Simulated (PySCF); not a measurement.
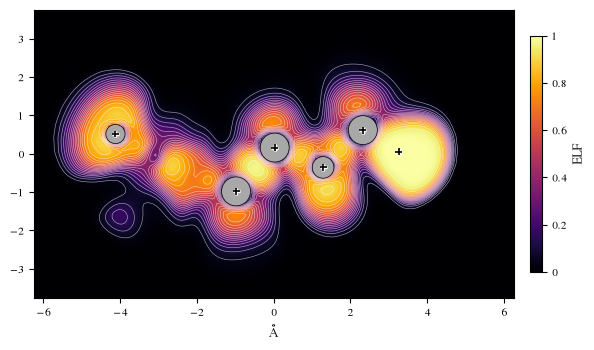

The ELF on a plane through atoms (crosses mark nuclei in the plane; grey discs cover the cores).

The calculation used PySCF 2.14.0, PBE0/pcSseg-1, SCF density, gas phase, non-relativistic.

Candidates:
A. C5H9FN2 (SMILES CCN1C[C@H](F)C=N1)
B. C4H7F3O2 (SMILES CO[C@H](F)COC(F)F)
C. C8H13P (SMILES C#CP(C=C)C(C)(C)C)

Q: Which candidate gave the map?

A: Candidate B: C4H7F3O2 on the plane of atoms C1, O2 and C3, which holds C, O, F and H. C–O (1.36 Å): the ELF peaks at about 0.90 between the atoms, as expected for a shared but strongly polarised pair. C–C (1.53 Å): the ELF peaks at about 1 between the atoms: localised, covalent bonding.
